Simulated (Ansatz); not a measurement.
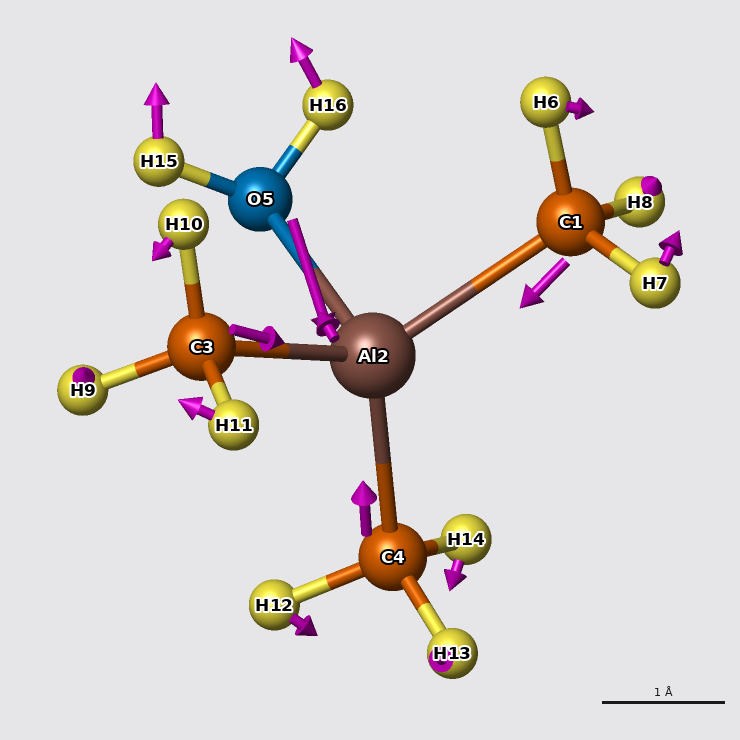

Arrows show the forces on the atoms, 10 Å of arrow for 1 eV/Å; forces under a tenth of the largest aren't drawn. Level of theory: r2SCAN-D4/def2-TZVPP (Ansatz 0.2.0).

Question: On which atom is the force largest, and how large is it?

Answer: On O5: 0.10 eV/Å.

Question: Which bond do the forces act along most?

Answer: Al2–O5, now 2.056 Å: the forces pull its atoms together, so a first step downhill shortens it.
